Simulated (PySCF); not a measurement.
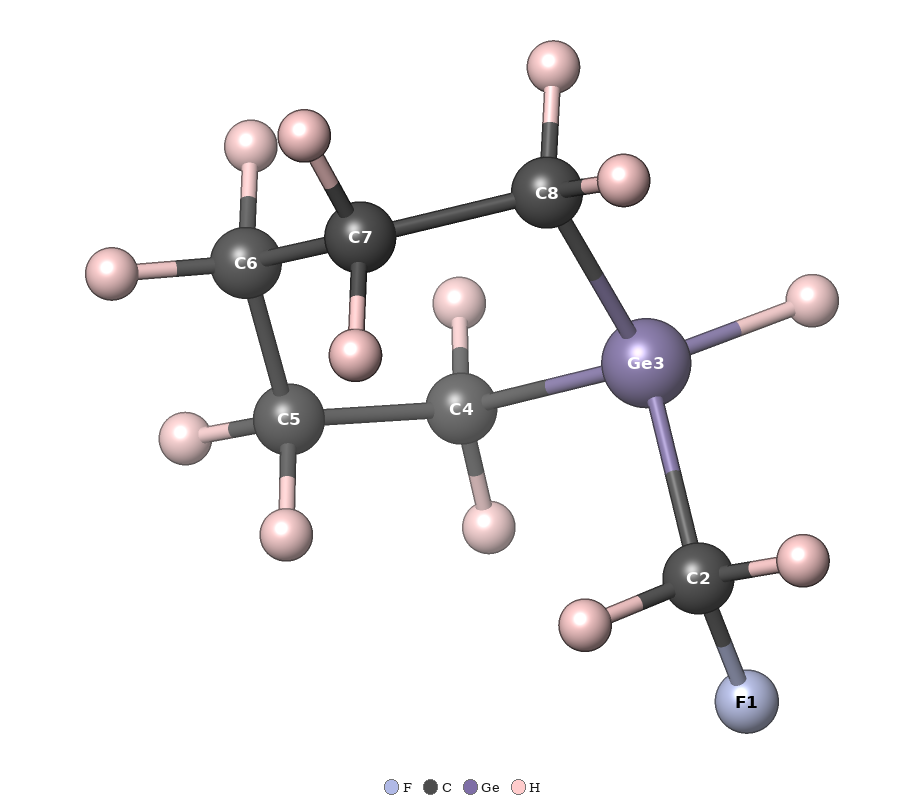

Atoms fade into the background with distance from the viewer. The geometry was computed by an optimisation with PBE0-D3(BJ)/def2-SVP. No frequency run is at hand to confirm it as a minimum.

Question: What is the conformation of the ring Ge3–C4–C5–C6–C7–C8?

Answer: It is a chair (Cremer–Pople θ = 6°, folded into 0 to 90°). The Cremer–Pople amplitude Q is 0.58 Å.

Question: Give the torsion angles round the ring, beginning with the bond from its second to its third atom.

Answer: 55°, −67°, 67°, −54°, 41°, −41°.

Question: Are the substituents other than hydrogen axial or equatorial?

Answer: C2 on Ge3 is axial.
